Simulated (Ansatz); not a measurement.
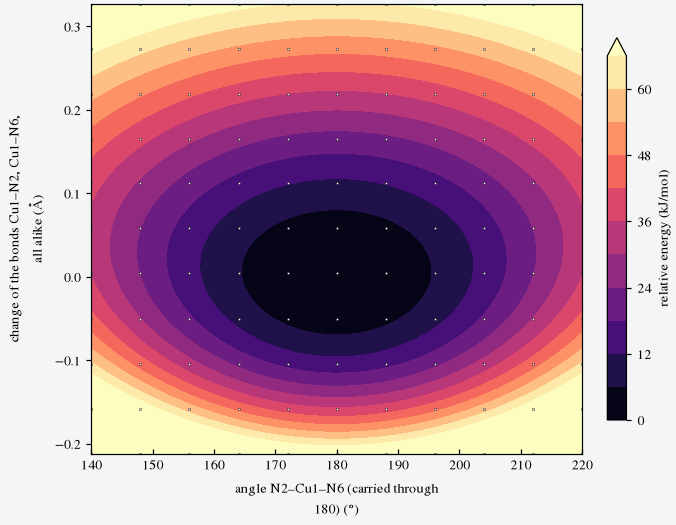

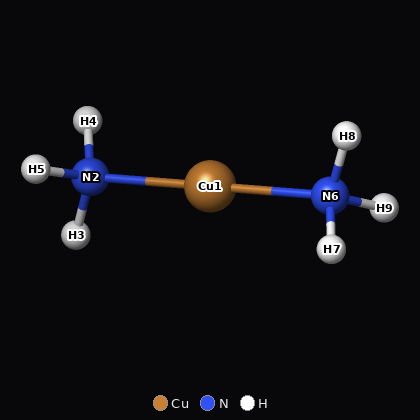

Energy landscape of [Cu(NH3)2]+, charge +1. First axis: angle N2–Cu1–N6 (carried through 180). Second axis: change of the bonds Cu1–N2, Cu1–N6, all alike. Nothing is relaxed (all other coordinates rigid). The scan uses an 11 × 11 grid. Points are written as (first, second). All energies are given in kJ/mol relative to the relaxed molecule at the same level. Level of theory: RKS PBE0-D4/def2-TZVP (Ansatz 0.2.0).

Drawn: filled contours, dots at the grid points, one colour for all values above the top of the scale. Between grid points the surface is interpolated. The second picture is the structure at the lowest point.

Q: Describe this landscape.

A: The lowest grid point is at (180°, 0.004 Å), 0 kJ/mol from the relaxed molecule at the same level. It is the only kind of minimum in the scanned range. The highest grid point, (220°, −0.212 Å), lies 133 kJ/mol above the lowest. Round the minimum the two coordinates are nearly uncoupled.

The values on the grid:

| second ↓, first → | 140 | 148 | 156 | 164 | 172 | 180 | 188 | 196 | 204 | 212 | 220 |
| --- | --- | --- | --- | --- | --- | --- | --- | --- | --- | --- | --- |
| 0.327 | 81 | 75 | 71 | 68 | 66 | 65 | 66 | 68 | 71 | 75 | 81 |
| 0.273 | 67 | 61 | 56 | 53 | 50 | 50 | 50 | 53 | 56 | 61 | 67 |
| 0.219 | 55 | 49 | 43 | 39 | 36 | 35 | 36 | 39 | 43 | 49 | 55 |
| 0.165 | 45 | 38 | 31 | 26 | 23 | 22 | 23 | 26 | 31 | 38 | 45 |
| 0.112 | 38 | 29 | 22 | 16 | 12 | 11 | 12 | 16 | 22 | 29 | 38 |
| 0.058 | 34 | 24 | 15 | 9 | 5 | 3 | 5 | 9 | 15 | 24 | 34 |
| 0.004 | 36 | 24 | 14 | 6 | 2 | 0 | 2 | 6 | 14 | 24 | 36 |
| −0.050 | 44 | 30 | 19 | 10 | 5 | 3 | 5 | 10 | 19 | 30 | 44 |
| −0.104 | 61 | 45 | 32 | 22 | 16 | 14 | 16 | 22 | 32 | 45 | 61 |
| −0.158 | 89 | 72 | 57 | 46 | 39 | 37 | 39 | 46 | 57 | 72 | 89 |
| −0.212 | 133 | 113 | 97 | 84 | 76 | 74 | 76 | 84 | 97 | 113 | 133 |

The input of one point:

```yaml
crystal:
  periodic: [false, false, false]
  atoms:
    - { symbol: Cu, position_ang: [1.0e-06, -3.0e-06, 1.0e-06] }
    - { symbol: "N", position_ang: [-0.003662, -0.014244, 1.927624] }
    - { symbol: H, position_ang: [-0.420004, 0.828075, 2.317835] }
    - { symbol: H, position_ang: [0.935357, -0.079755, 2.313705] }
    - { symbol: H, position_ang: [-0.528531, -0.799575, 2.305609] }
    - { symbol: "N", position_ang: [0.003655, 0.014241, -1.927621] }
    - { symbol: H, position_ang: [-0.937452, 0.01791, -2.314158] }
    - { symbol: H, position_ang: [0.474598, -0.798963, -2.317519] }
    - { symbol: H, position_ang: [0.476005, 0.832303, -2.305466] }
total_charge: 1
basis:
  gaussian: { orbitals: def2-TZVP }
hamiltonian:
  xc: pbe0
  dispersion: d4
output:
  forces: true
```

Each point was launched as `ansatz run input.yaml --threads 1 --pin off --max-ram 2560MiB --backend cpu --events-out ev --progress --plain --runs-dir out`. Time for the 121 points that were run: 10 min on 1 thread of Arm Neoverse V2, with other jobs on the host.
